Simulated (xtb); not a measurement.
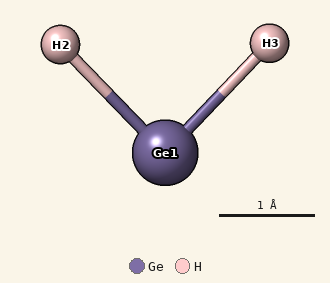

*The structure as given in the input (ball-and-stick view, seen at a tilt; atoms are numbered from 1 in the order of the input). Sticks mark near contacts.*

Bond lengths as drawn: Ge–H 1.61 Å.

**Energy and gradient calculation, with input and output: GeH₂**

The run: energy and gradient calculation of GeH₂, multiplicity 3, SMILES [H][Ge][H]. Method and program: GFN2-xTB (xtb 6.7.1).

The geometry comes from this level: GFN2-xTB.

**The input (geo.gen)**
```
3 C
 Ge H
   1  1      0.00459000     -0.00905000     -0.78102000
   2  2      1.09884000     -0.01782000      0.39844000
   3  2     -1.10343000      0.02687000      0.38258000
```

Machine: 1 thread of AMD EPYC (Zen 3), 192 GiB of memory available, shared host.

Launch command:
```bash
xtb geo.gen --gfn 2 --grad --uhf 2 --parallel 1 | tee run.log
```

**Log**
```
* xtb version 6.7.1
   ID    Z sym.   atoms
    1   32 Ge     1
    2    1 H      2, 3

           -------------------------------------------------
          |                Calculation Setup                |
           -------------------------------------------------

          program call               : xtb geo.gen --gfn 2 --grad --uhf 2 --parallel 1
          coordinate file            : geo.gen
          omp threads                :                     1

           -------------------------------------------------
          |                 G F N 2 - x T B                 |
           -------------------------------------------------

      * Hamiltonian:
        H0-scaling (s, p, d)           1.850000    2.230000    2.230000
        zeta-weighting                 0.500000
      * Dispersion:
        s8                             2.700000
        a1                             0.520000
        a2                             5.000000
        s9                             5.000000
      * Repulsion:
        kExp                           1.500000    1.000000
        rExp                           1.000000
      * Coulomb:
        alpha                          2.000000
        third order                    shell-resolved
        anisotropic                    true
        a3                             3.000000
        a5                             4.000000
        cn-shift                       1.200000
        cn-exp                         4.000000
        max-rad                        5.000000

          ...................................................
          :                      SETUP                      :
          :.................................................:
          :  # basis functions                  12          :
          :  # atomic orbitals                  11          :
          :  # shells                            5          :
          :  # electrons                         6          :
          :  max. iterations                   250          :
          :  Hamiltonian                  GFN2-xTB          :
          :  restarted?                      false          :
          :  GBSA solvation                  false          :
          :  PC potential                    false          :
          :  electronic temp.          300.0000000     K    :
          :  accuracy                    1.0000000          :
          :  -> integral cutoff          0.2500000E+02      :
          :  -> integral neglect         0.1000000E-07      :
          :  -> SCF convergence          0.1000000E-05 Eh   :
          :  -> wf. convergence          0.1000000E-03 e    :
          :  Broyden damping             0.4000000          :
          :  net charge                          0          :
          :  unpaired electrons                  2          :
          ...................................................

 iter      E             dE          RMSdq      gap      omega  full diag
   1     -2.8019477 -0.280195E+01  0.530E+00    3.02       0.0  T
   2     -2.8083163 -0.636856E-02  0.331E+00    2.90       1.0  T
   3     -2.8086781 -0.361815E-03  0.151E+00    2.84       1.0  T
   4     -2.8088244 -0.146346E-03  0.524E-01    2.77       1.0  T
   5     -2.8088460 -0.215883E-04  0.217E-02    2.77       2.7  T
   6     -2.8088463 -0.295753E-06  0.128E-02    2.77       4.5  T
   7     -2.8088463 -0.661951E-08  0.831E-03    2.77       6.9  T
   8     -2.8088464 -0.158529E-07  0.243E-04    2.77     237.8  T
   9     -2.8088464 -0.796425E-10  0.842E-05    2.77     685.5  T

   *** convergence criteria satisfied after 9 iterations ***

         #    Occupation            Energy/Eh            Energy/eV
      -------------------------------------------------------------
         1        2.0000           -0.5793298             -15.7644
         2        2.0000           -0.4111331             -11.1875
         3        1.0000           -0.3842864             -10.4570
         4        1.0000           -0.2581851              -7.0256 (HOMO)
         5                         -0.1562918              -4.2529 (LUMO)
         6                         -0.0807477              -2.1973
         7                          0.0080916               0.2202
         8                          0.0083776               0.2280
         9                          0.0093244               0.2537
       ...                                ...                  ...
        11                          0.7813226              21.2609
      -------------------------------------------------------------
                  HL-Gap            0.1018933 Eh            2.7727 eV
             Fermi-level           -0.3024741 Eh           -8.2307 eV

 transition dipole moment (au) for excitation:           3           4
     X       Y       Z
  -0.0098  -0.4816   0.0055  total (au/Debye):    0.482   1.224
 dE (eV)             :    3.431
 oscillator strength :  0.27585E-01

 SCC (total)                   0 d,  0 h,  0 min,  0.002 sec
 SCC setup                      ...        0 min,  0.000 sec (  3.806%)
 Dispersion                     ...        0 min,  0.000 sec (  1.184%)
 classical contributions        ...        0 min,  0.000 sec (  0.697%)
 integral evaluation            ...        0 min,  0.000 sec ( 10.819%)
 iterations                     ...        0 min,  0.001 sec ( 56.799%)
 molecular gradient             ...        0 min,  0.000 sec (  8.166%)
 printout                       ...        0 min,  0.000 sec ( 17.556%)

         :::::::::::::::::::::::::::::::::::::::::::::::::::::
         ::                     SUMMARY                     ::
         :::::::::::::::::::::::::::::::::::::::::::::::::::::
         :: total energy              -2.803783765622 Eh    ::
         :: gradient norm              0.034773063242 Eh/a0 ::
         :: HOMO-LUMO gap              2.772658196695 eV    ::
         ::.................................................::
         :: SCC energy                -2.808846350066 Eh    ::
         :: -> isotropic ES           -0.002264345840 Eh    ::
         :: -> anisotropic ES          0.000353755152 Eh    ::
         :: -> anisotropic XC          0.001669406223 Eh    ::
         :: -> dispersion             -0.000598467083 Eh    ::
         :: repulsion energy           0.005062584445 Eh    ::
         :: add. restraining           0.000000000000 Eh    ::
         :: total charge              -0.000000000000 e     ::
         :::::::::::::::::::::::::::::::::::::::::::::::::::::

           -------------------------------------------------
          |                Property Printout                |
           -------------------------------------------------

    * Orbital Energies and Occupations

         #    Occupation            Energy/Eh            Energy/eV
      -------------------------------------------------------------
         1        2.0000           -0.5793298             -15.7644
         2        2.0000           -0.4111331             -11.1875
         3        1.0000           -0.3842864             -10.4570
         4        1.0000           -0.2581851              -7.0256 (HOMO)
         5                         -0.1562918              -4.2529 (LUMO)
         6                         -0.0807477              -2.1973
         7                          0.0080916               0.2202
         8                          0.0083776               0.2280
         9                          0.0093244               0.2537
        10                          0.4415954              12.0164
        11                          0.7813226              21.2609
      -------------------------------------------------------------
                  HL-Gap            0.1018933 Eh            2.7727 eV
             Fermi-level           -0.3024741 Eh           -8.2307 eV

     #   Z          covCN         q      C6AA      α(0)
     1  32 Ge       1.787     0.057   256.441    33.466
     2   1 H        0.893    -0.029     3.622     2.978
     3   1 H        0.894    -0.029     3.613     2.974

 Mol. C6AA /au·bohr⁶  :        388.818541
 Mol. C8AA /au·bohr⁸  :      27728.078838
 Mol. α(0) /au        :         39.418446

Wiberg/Mayer (AO) data.
largest (>0.10) Wiberg bond orders for each atom

 ---------------------------------------------------------------------------
     #   Z sym  total        # sym  WBO       # sym  WBO       # sym  WBO
 ---------------------------------------------------------------------------
     1  32 Ge   1.633 --     3 H    0.817     2 H    0.817
     2   1 H    0.949 --     1 Ge   0.817     3 H    0.132
     3   1 H    0.949 --     1 Ge   0.817     2 H    0.132
 ---------------------------------------------------------------------------

Topologies differ in total number of bonds
Writing topology from bond orders to xtbtopo.mol

molecular dipole:
                 x           y           z       tot (Debye)
 q only:       -0.000      -0.001      -0.127
   full:        0.001      -0.004      -0.391       0.993
molecular quadrupole (traceless):
                xx          xy          yy          xz          yz          zz
 q only:       -0.295       0.008       0.077      -0.004       0.002       0.218
  q+dip:       -1.234       0.009      -0.773      -0.018       0.032       2.007
   full:       -0.800      -0.008      -1.176      -0.016       0.036       1.977

           -------------------------------------------------
          | TOTAL ENERGY               -2.803783765622 Eh   |
          | GRADIENT NORM               0.034773063242 Eh/α |
          | HOMO-LUMO GAP               2.772658196695 eV   |
           -------------------------------------------------

------------------------------------------------------------------------
------------------------------------------------------------------------
 total:
 *  cpu-time:     0 d,  0 h,  0 min,  0.012 sec
 * ratio c/w:     1.000 speedup
 SCF:
 *  cpu-time:     0 d,  0 h,  0 min,  0.002 sec
 * ratio c/w:     1.000 speedup
```

**Standard error**
```
normal termination of xtb
```

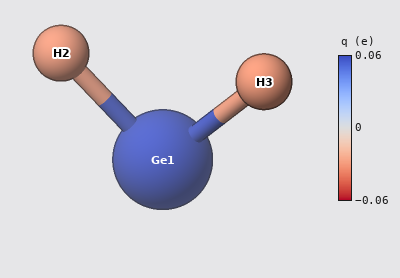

*Mulliken charges, as the colour of each atom (ball-and-stick view, seen at a tilt; atoms are numbered from 1 in the order of the input).*

By element: Ge +0.06 and H −0.03 e.

**Key numbers**

| quantity | value |
| --- | --- |
| outcome | converged |
| electrons treated | 6 |
| total energy | −2.803784 hartree |
| dispersion energy | −0.000598 hartree |
| basis functions | 12 |
| largest force | 1.266 eV/Å |
| dipole moment | 0.99 D |
| peak memory | 0.069 GiB |
